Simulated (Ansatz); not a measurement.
# Nudged elastic band, with input and output: AlBH5O2F (part 1 of 2)

The run: nudged elastic band of AlBH5O2F. Method and program: RHF/6-31G* (Ansatz 0.2.0).

The run did not end well. It belongs to a series of runs on one base structure; here: band between the two ends.

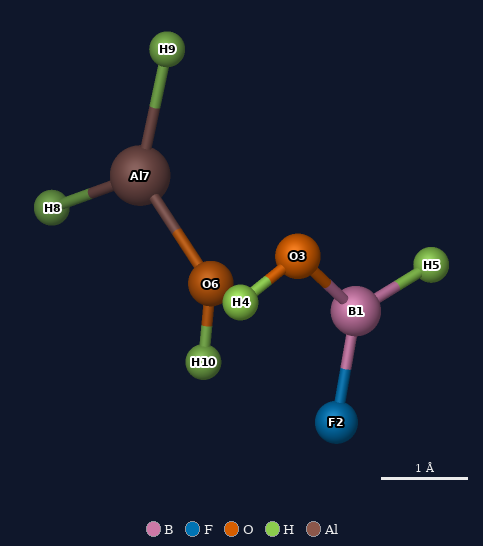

Figure 1. The input geometry (ball-and-stick view, seen at a tilt; atoms are numbered from 1 in the order of the input). Sticks mark near contacts. Bond lengths as drawn: Al–H 1.57 to 1.58 Å, Al–O 1.71 Å, B–F 1.33 Å, B–H 1.18 Å, B–O 1.34 Å and H–O 0.95 Å.

### What the run reported

```tsv
quantity	value
outcome	not converged
barrier, forward (band not converged)	1.010 eV
barrier, backward	1.031 eV
hardware	1 thread of Arm Neoverse V1, 24 GiB of memory available, shared host
wall time	15 min
peak memory	0.18 GiB
```

The run did not converge: “NEB band did not converge after 60 iterations: max|band force component| = 5.48e-2 eV/Å (threshold 3.0e-2); raise `neb.max_iterations` in a new run, which can start from the last band evaluated (`neb.initial_path`, with `crystal.atoms` and `neb.final_atoms` set to its first and last images), add images, or start from endpoints closer to local minima …” Its last values are not results.

### Input file
```yaml
crystal:
  periodic: [false, false, false]
  atoms:
    - { symbol: B, position_ang: [-0.118583, -0.123902, -0.518236] }
    - { symbol: F, position_ang: [-0.520711, -1.159884, 0.21655] }
    - { symbol: O, position_ang: [1.147692, -0.087982, -0.965655] }
    - { symbol: H, position_ang: [1.681249, -0.791995, -0.621113] }
    - { symbol: H, position_ang: [-0.905399, 0.679874, -0.8784] }
    - { symbol: O, position_ang: [0.220774, 1.036229, 1.812132] }
    - { symbol: Al, position_ang: [0.869113, 2.477062, 2.454242] }
    - { symbol: H, position_ang: [0.9065, 2.656612, 4.026981] }
    - { symbol: H, position_ang: [1.400748, 3.547197, 1.430724] }
    - { symbol: H, position_ang: [-0.160583, 0.34719, 2.335674] }
basis:
  gaussian: { orbitals: "6-31G*" }
hamiltonian:
  xc: hf
neb:
  order_check: false
  images: 9
  f_tol: 0.03
  max_iterations: 60
  final_atoms:
    - { symbol: B, position_ang: [0.49383721, 0.24581259, 0.15313045] }
    - { symbol: F, position_ang: [-2.44283743, -0.52933388, 1.74326856] }
    - { symbol: O, position_ang: [1.70981078, 0.96298903, -0.00375854] }
    - { symbol: H, position_ang: [2.33045663, 0.80936259, -0.70236564] }
    - { symbol: H, position_ang: [0.17127119, -0.60881213, -0.59725108] }
    - { symbol: O, position_ang: [-0.10782877, 0.72391993, 1.2256155] }
    - { symbol: Al, position_ang: [1.13370838, 1.97188254, 1.6784426] }
    - { symbol: H, position_ang: [2.10663055, 1.58144892, 2.85698679] }
    - { symbol: H, position_ang: [0.79408175, 3.45982796, 1.28025535] }
    - { symbol: H, position_ang: [-1.66833029, -0.03669654, 1.65857502] }
  initial_path:
    images:
      - { positions_ang: [[-0.118583, -0.123902, -0.518236], [-0.520711, -1.159884, 0.21655], [1.147692, -0.087982, -0.965655], [1.681249, -0.791995, -0.621113], [-0.905399, 0.679874, -0.8784], [0.220774, 1.036229, 1.812132], [0.869113, 2.477062, 2.454242], [0.9065, 2.656612, 4.026981], [1.400748, 3.547197, 1.430724], [-0.160583, 0.34719, 2.335674]] }
      - { positions_ang: [[-0.09213844, -0.09775406, -0.41713607], [-0.44988681, -0.91037595, 0.5023483], [1.17747881, -0.10084792, -0.88762845], [1.64653833, -0.86085216, -0.62901479], [-0.91245202, 0.56061086, -0.84659998], [0.21757696, 1.1561151, 1.54403903], [0.83849281, 2.41475307, 2.38184814], [0.92122652, 2.34738463, 3.86372193], [1.30055519, 3.57474029, 1.62341816], [-0.12659136, 0.49662714, 2.15790272]] }
      - { positions_ang: [[-0.06569389, -0.07160613, -0.31603615], [-0.37906262, -0.66086789, 0.78814661], [1.20726562, -0.11371385, -0.80960189], [1.61182765, -0.92970932, -0.63691658], [-0.91950503, 0.44134773, -0.81479995], [0.21437992, 1.27600119, 1.27594607], [0.80787263, 2.35244415, 2.30945428], [0.93595305, 2.03815726, 3.70046285], [1.20036238, 3.60228358, 1.81611232], [-0.09259971, 0.64606428, 1.98013145]] }
      - { positions_ang: [[-0.03924933, -0.04545819, -0.21493622], [-0.30823843, -0.41135984, 1.07394491], [1.23705243, -0.12657977, -0.73157534], [1.57711698, -0.99856648, -0.64481837], [-0.92655805, 0.32208459, -0.78299993], [0.21118288, 1.39588729, 1.0078531], [0.77725244, 2.29013522, 2.23706042], [0.95067957, 1.72892989, 3.53720378], [1.10016957, 3.62982687, 2.00880647], [-0.05860807, 0.79550142, 1.80236017]] }
      - { positions_ang: [[-0.01280477, -0.01931026, -0.11383629], [-0.23741425, -0.16185178, 1.35974322], [1.26683925, -0.1394457, -0.65354879], [1.5424063, -1.06742363, -0.65272015], [-0.93361106, 0.20282146, -0.75119991], [0.20798584, 1.51577338, 0.73976014], [0.74663225, 2.2278263, 2.16466656], [0.9654061, 1.41970252, 3.3739447], [0.99997676, 3.65737016, 2.20150063], [-0.02461642, 0.94493856, 1.6245889]] }
      - { positions_ang: [[0.01363978, 0.00683768, -0.01273637], [-0.16659006, 0.08765627, 1.64554152], [1.29662606, -0.15231162, -0.57552224], [1.50769563, -1.13628079, -0.66062194], [-0.94066408, 0.08355832, -0.71939988], [0.20478881, 1.63565948, 0.47166717], [0.71601207, 2.16551737, 2.0922727], [0.98013262, 1.11047515, 3.21068563], [0.89978395, 3.68491345, 2.39419479], [0.00937522, 1.0943757, 1.44681762]] }
      - { positions_ang: [[0.10967927, 0.05463266, 0.020437], [-0.62183953, -0.03574176, 1.66508693], [1.379263, 0.07074851, -0.4611695], [1.67224783, -0.74715212, -0.66897068], [-0.71827702, -0.05491577, -0.69497012], [0.14226529, 1.45331157, 0.62245683], [0.79955133, 2.12679041, 2.00950668], [1.20543221, 1.2046699, 3.13994586], [0.87864351, 3.63989635, 2.1714069], [-0.32616588, 0.86816125, 1.4891691]] }
      - { positions_ang: [[0.20571875, 0.10242764, 0.05361036], [-1.077089, -0.15913979, 1.68463234], [1.46189995, 0.29380864, -0.34681676], [1.83680003, -0.35802344, -0.67731942], [-0.49588997, -0.19338986, -0.67054036], [0.07974178, 1.27096366, 0.7732465], [0.88309059, 2.08806344, 1.92674066], [1.43073179, 1.29886465, 3.06920609], [0.85750307, 3.59487925, 1.94861901], [-0.66170698, 0.6419468, 1.53152058]] }
      - { positions_ang: [[0.30175824, 0.15022262, 0.08678372], [-1.53233848, -0.28253782, 1.70417774], [1.54453689, 0.51686877, -0.23246402], [2.00135223, 0.03110523, -0.68566816], [-0.27350292, -0.33186395, -0.6461106], [0.01721826, 1.08861575, 0.92403617], [0.96662985, 2.04933647, 1.84397464], [1.65603138, 1.39305941, 2.99846633], [0.83636263, 3.54986216, 1.72583112], [-0.99724809, 0.41573236, 1.57387206]] }
      - { positions_ang: [[0.39779772, 0.1980176, 0.11995709], [-1.98758795, -0.40593585, 1.72372315], [1.62717384, 0.7399289, -0.11811128], [2.16590443, 0.42023391, -0.6940169], [-0.05111586, -0.47033804, -0.62168084], [-0.04530525, 0.90626784, 1.07482583], [1.05016912, 2.01060951, 1.76120862], [1.88133097, 1.48725416, 2.92772656], [0.81522219, 3.50484506, 1.50304324], [-1.33278919, 0.18951791, 1.61622354]] }
      - { positions_ang: [[0.49383721, 0.24581259, 0.15313045], [-2.44283743, -0.52933388, 1.74326856], [1.70981078, 0.96298903, -0.00375854], [2.33045663, 0.80936259, -0.70236564], [0.17127119, -0.60881213, -0.59725108], [-0.10782877, 0.72391993, 1.2256155], [1.13370838, 1.97188254, 1.6784426], [2.10663055, 1.58144892, 2.85698679], [0.79408175, 3.45982796, 1.28025535], [-1.66833029, -0.03669654, 1.65857502]] }
```

Command:
```bash
ansatz run input.yaml --threads 1 --pin off --max-ram 2048MiB --backend cpu --events-out ev --progress --plain --runs-dir out
```

### The program's output
```
Engine: ansatz 0.2.0, aarch64-unknown-linux-gnu
Functional definition: HF
  exchange = exact_x
  correlation = 0
912 factors; integrals over basis functions are off by at most 5.9e-4 eV
mean field evaluation 1: about -14112.8736 eV, gradient 4.9e1 eV
mean field evaluation 2: about -14112.9352 eV, gradient 4.9e1 eV
mean field evaluation 4: about -14117.4214 eV, gradient 3.2e0 eV
mean field evaluation 8: about -14117.4602 eV, gradient 1.4e-4 eV
mean field -14117.46015303 eV, -518.8070914657 hartree, gradient 1.7e-5 eV, S^2 0.000000; 0 other end points of the search recorded, 0 dependent functions left out
the calculation of the forces begins
reference -14117.46015303 eV, -518.8070914657 hartree; 24, 24 occupied and 65, 65 virtual orbitals, 912 factors
912 factors; integrals over basis functions are off by at most 6.7e-4 eV
mean field evaluation 16: about -14117.4757 eV, gradient 1.2e0 eV
mean field -14117.48175208 eV, -518.8078852161 hartree, gradient 2.7e-5 eV, S^2 0.000000; 0 other end points of the search recorded, 0 dependent functions left out
[... from here on the field's lines of each further geometry are left out, up to the last ...]
NEB iter   1: max|band force component| = 1.122e1 eV/Å  barrier→ = 6.9087 eV  barrier← = 6.9303 eV  Δτ_max = 0.2000 Å  (360 SCF iters)
NEB iter   2: max|band force component| = 3.062e0 eV/Å  barrier→ = 3.8231 eV  barrier← = 3.8447 eV  Δτ_max = 0.1988 Å  (278 SCF iters)
NEB iter   3: max|band force component| = 2.080e0 eV/Å  barrier→ = 2.6754 eV  barrier← = 2.6970 eV  Δτ_max = 0.1980 Å  (284 SCF iters)
NEB iter   4: max|band force component| = 2.451e0 eV/Å  barrier→ = 2.0459 eV  barrier← = 2.0675 eV  Δτ_max = 0.1006 Å  (275 SCF iters)
NEB iter   5: max|band force component| = 2.113e0 eV/Å  barrier→ = 1.7766 eV  barrier← = 1.7982 eV  Δτ_max = 0.1009 Å  (283 SCF iters)
NEB iter   6: max|band force component| = 1.288e0 eV/Å  barrier→ = 1.5565 eV  barrier← = 1.5781 eV  Δτ_max = 0.1002 Å  (281 SCF iters)
NEB iter   7: max|band force component| = 1.015e0 eV/Å  barrier→ = 1.2397 eV  barrier← = 1.2613 eV  Δτ_max = 0.1000 Å  (283 SCF iters)
NEB iter   8: max|band force component| = 1.244e0 eV/Å  barrier→ = 0.8780 eV  barrier← = 0.8996 eV  Δτ_max = 0.1009 Å  (283 SCF iters)
NEB iter   9: max|band force component| = 1.028e0 eV/Å  barrier→ = 0.7074 eV  barrier← = 0.7290 eV  Δτ_max = 0.2000 Å  (281 SCF iters)
NEB iter  10: max|band force component| = 7.032e-1 eV/Å  barrier→ = 0.5245 eV  barrier← = 0.5461 eV  Δτ_max = 0.2000 Å  (282 SCF iters)
NEB iter  11: max|band force component| = 1.396e0 eV/Å  barrier→ = 0.4998 eV  barrier← = 0.5214 eV  Δτ_max = 0.1004 Å  (277 SCF iters)
NEB iter  12: max|band force component| = 9.967e-1 eV/Å  barrier→ = 0.4311 eV  barrier← = 0.4527 eV  Δτ_max = 0.1021 Å  (280 SCF iters)
NEB iter  13: max|band force component| = 7.643e-1 eV/Å  barrier→ = 0.4422 eV  barrier← = 0.4638 eV  Δτ_max = 0.1015 Å  (272 SCF iters)
NEB iter  14: max|band force component| = 8.526e-1 eV/Å  barrier→ = 0.5192 eV  barrier← = 0.5408 eV  Δτ_max = 0.1014 Å  (271 SCF iters)
NEB iter  15: max|band force component| = 7.268e-1 eV/Å  barrier→ = 0.5914 eV  barrier← = 0.6130 eV  Δτ_max = 0.1008 Å  (270 SCF iters)
NEB iter  16: max|band force component| = 7.381e-1 eV/Å  barrier→ = 0.6409 eV  barrier← = 0.6625 eV  Δτ_max = 0.0504 Å  (281 SCF iters)
NEB iter  17: max|band force component| = 6.105e-1 eV/Å  barrier→ = 0.6624 eV  barrier← = 0.6840 eV  Δτ_max = 0.0503 Å  (280 SCF iters)
NEB iter  18: max|band force component| = 5.258e-1 eV/Å  barrier→ = 0.7012 eV  barrier← = 0.7228 eV  Δτ_max = 0.0505 Å  (282 SCF iters)
NEB iter  19: max|band force component| = 5.293e-1 eV/Å  barrier→ = 0.7309 eV  barrier← = 0.7525 eV  Δτ_max = 0.0999 Å  (276 SCF iters)
NEB iter  20: max|band force component| = 5.540e-1 eV/Å  barrier→ = 0.7882 eV  barrier← = 0.8098 eV  Δτ_max = 0.0502 Å  (278 SCF iters)
NEB iter  21: max|band force component| = 8.413e-1 eV/Å  barrier→ = 0.8560 eV  barrier← = 0.8776 eV  CI = image 6  Δτ_max = 0.0500 Å  (284 SCF iters)
NEB iter  22: max|band force component| = 1.249e0 eV/Å  barrier→ = 0.8694 eV  barrier← = 0.8910 eV  CI = image 6  Δτ_max = 0.0250 Å  (270 SCF iters)
NEB iter  23: max|band force component| = 1.348e0 eV/Å  barrier→ = 0.8628 eV  barrier← = 0.8844 eV  CI = image 6  Δτ_max = 0.0499 Å  (281 SCF iters)
NEB iter  24: max|band force component| = 1.339e0 eV/Å  barrier→ = 0.8431 eV  barrier← = 0.8647 eV  CI = image 6  Δτ_max = 0.1023 Å  (262 SCF iters)
NEB iter  25: max|band force component| = 1.563e0 eV/Å  barrier→ = 0.8138 eV  barrier← = 0.8354 eV  CI = image 6  Δτ_max = 0.1985 Å  (271 SCF iters)
NEB iter  26: max|band force component| = 1.408e0 eV/Å  barrier→ = 0.8182 eV  barrier← = 0.8398 eV  CI = image 6  Δτ_max = 0.2000 Å  (266 SCF iters)
NEB iter  27: max|band force component| = 1.005e0 eV/Å  barrier→ = 0.9085 eV  barrier← = 0.9301 eV  CI = image 6  Δτ_max = 0.1982 Å  (279 SCF iters)
NEB iter  28: max|band force component| = 1.644e0 eV/Å  barrier→ = 1.2591 eV  barrier← = 1.2807 eV  CI = image 6  Δτ_max = 0.1013 Å  (282 SCF iters)
NEB iter  29: max|band force component| = 5.816e-1 eV/Å  barrier→ = 1.2012 eV  barrier← = 1.2228 eV  CI = image 6  Δτ_max = 0.1946 Å  (273 SCF iters)
NEB iter  30: max|band force component| = 5.951e-1 eV/Å  barrier→ = 1.1927 eV  barrier← = 1.2143 eV  CI = image 6  Δτ_max = 0.0994 Å  (264 SCF iters)
NEB iter  31: max|band force component| = 4.727e-1 eV/Å  barrier→ = 1.1764 eV  barrier← = 1.1980 eV  CI = image 6  Δτ_max = 0.1008 Å  (268 SCF iters)
NEB iter  32: max|band force component| = 6.029e-1 eV/Å  barrier→ = 1.1593 eV  barrier← = 1.1809 eV  CI = image 6  Δτ_max = 0.0501 Å  (267 SCF iters)
NEB iter  33: max|band force component| = 5.621e-1 eV/Å  barrier→ = 1.1480 eV  barrier← = 1.1696 eV  CI = image 6  Δτ_max = 0.0500 Å  (263 SCF iters)
NEB iter  34: max|band force component| = 3.320e-1 eV/Å  barrier→ = 1.1341 eV  barrier← = 1.1557 eV  CI = image 6  Δτ_max = 0.0501 Å  (253 SCF iters)
NEB iter  35: max|band force component| = 2.303e-1 eV/Å  barrier→ = 1.1213 eV  barrier← = 1.1429 eV  CI = image 6  Δτ_max = 0.0501 Å  (268 SCF iters)
NEB iter  36: max|band force component| = 2.115e-1 eV/Å  barrier→ = 1.1093 eV  barrier← = 1.1309 eV  CI = image 6  Δτ_max = 0.0503 Å  (269 SCF iters)
NEB iter  37: max|band force component| = 2.291e-1 eV/Å  barrier→ = 1.0984 eV  barrier← = 1.1200 eV  CI = image 6  Δτ_max = 0.0251 Å  (273 SCF iters)
NEB iter  38: max|band force component| = 3.074e-1 eV/Å  barrier→ = 1.0933 eV  barrier← = 1.1149 eV  CI = image 6  Δτ_max = 0.0125 Å  (273 SCF iters)
NEB iter  39: max|band force component| = 1.734e-1 eV/Å  barrier→ = 1.0907 eV  barrier← = 1.1123 eV  CI = image 6  Δτ_max = 0.0250 Å  (260 SCF iters)
NEB iter  40: max|band force component| = 1.671e-1 eV/Å  barrier→ = 1.0859 eV  barrier← = 1.1075 eV  CI = image 6  Δτ_max = 0.0250 Å  (261 SCF iters)
NEB iter  41: max|band force component| = 1.576e-1 eV/Å  barrier→ = 1.0812 eV  barrier← = 1.1028 eV  CI = image 6  Δτ_max = 0.0499 Å  (252 SCF iters)
NEB iter  42: max|band force component| = 1.413e-1 eV/Å  barrier→ = 1.0724 eV  barrier← = 1.0940 eV  CI = image 6  Δτ_max = 0.0498 Å  (265 SCF iters)
NEB iter  43: max|band force component| = 1.244e-1 eV/Å  barrier→ = 1.0643 eV  barrier← = 1.0859 eV  CI = image 6  Δτ_max = 0.0506 Å  (265 SCF iters)
NEB iter  44: max|band force component| = 2.672e-1 eV/Å  barrier→ = 1.0566 eV  barrier← = 1.0782 eV  CI = image 6  Δτ_max = 0.0253 Å  (264 SCF iters)
NEB iter  45: max|band force component| = 1.304e-1 eV/Å  barrier→ = 1.0528 eV  barrier← = 1.0744 eV  CI = image 6  Δτ_max = 0.0502 Å  (265 SCF iters)
NEB iter  46: max|band force component| = 7.203e-1 eV/Å  barrier→ = 1.0456 eV  barrier← = 1.0672 eV  CI = image 6  Δτ_max = 0.0251 Å  (253 SCF iters)
NEB iter  47: max|band force component| = 4.009e-1 eV/Å  barrier→ = 1.0419 eV  barrier← = 1.0635 eV  CI = image 6  Δτ_max = 0.0500 Å  (261 SCF iters)
NEB iter  48: max|band force component| = 5.710e-1 eV/Å  barrier→ = 1.0348 eV  barrier← = 1.0564 eV  CI = image 6  Δτ_max = 0.0251 Å  (270 SCF iters)
NEB iter  49: max|band force component| = 1.265e-1 eV/Å  barrier→ = 1.0311 eV  barrier← = 1.0527 eV  CI = image 6  Δτ_max = 0.0507 Å  (264 SCF iters)
NEB iter  50: max|band force component| = 2.350e-1 eV/Å  barrier→ = 1.0240 eV  barrier← = 1.0456 eV  CI = image 6  Δτ_max = 0.0250 Å  (263 SCF iters)
NEB iter  51: max|band force component| = 8.094e-2 eV/Å  barrier→ = 1.0206 eV  barrier← = 1.0422 eV  CI = image 6  Δτ_max = 0.0501 Å  (263 SCF iters)
NEB iter  52: max|band force component| = 4.138e-1 eV/Å  barrier→ = 1.0156 eV  barrier← = 1.0372 eV  CI = image 6  Δτ_max = 0.0250 Å  (262 SCF iters)
NEB iter  53: max|band force component| = 1.461e-1 eV/Å  barrier→ = 1.0132 eV  barrier← = 1.0348 eV  CI = image 6  Δτ_max = 0.0500 Å  (261 SCF iters)
NEB iter  54: max|band force component| = 7.448e-1 eV/Å  barrier→ = 1.0113 eV  barrier← = 1.0329 eV  CI = image 6  Δτ_max = 0.0252 Å  (257 SCF iters)
NEB iter  55: max|band force component| = 2.747e-1 eV/Å  barrier→ = 1.0104 eV  barrier← = 1.0320 eV  CI = image 6  Δτ_max = 0.0508 Å  (265 SCF iters)
NEB iter  56: max|band force component| = 1.372e-1 eV/Å  barrier→ = 1.0101 eV  barrier← = 1.0317 eV  CI = image 6  Δτ_max = 0.1012 Å  (262 SCF iters)
NEB iter  57: max|band force component| = 2.450e-1 eV/Å  barrier→ = 1.0099 eV  barrier← = 1.0315 eV  CI = image 6  Δτ_max = 0.0501 Å  (261 SCF iters)
NEB iter  58: max|band force component| = 3.161e-1 eV/Å  barrier→ = 1.0097 eV  barrier← = 1.0313 eV  CI = image 6  Δτ_max = 0.0250 Å  (246 SCF iters)
NEB iter  59: max|band force component| = 7.374e-2 eV/Å  barrier→ = 1.0097 eV  barrier← = 1.0313 eV  CI = image 6  Δτ_max = 0.0292 Å  (244 SCF iters)
the calculation of the forces begins
reference -14117.44246980 eV, -518.8064416190 hartree; 24, 24 occupied and 65, 65 virtual orbitals, 912 factors
these checks for a lower state are left out or cut short: starts, cluster_reference, orbital_swaps, neighbouring_geometries, increment
912 factors; integrals over basis functions are off by at most 6.4e-4 eV
mean field -14117.46919333 eV, -518.8074236905 hartree, gradient 1.2e-5 eV, S^2 0.000000; 0 other end points of the search recorded, 0 dependent functions left out
the calculation of the forces begins
reference -14117.46919333 eV, -518.8074236905 hartree; 24, 24 occupied and 65, 65 virtual orbitals, 912 factors
NEB iter  60: max|band force component| = 5.480e-2 eV/Å  barrier→ = 1.0097 eV  barrier← = 1.0313 eV  CI = image 6  Δτ_max = 0.0160 Å  (245 SCF iters)
```
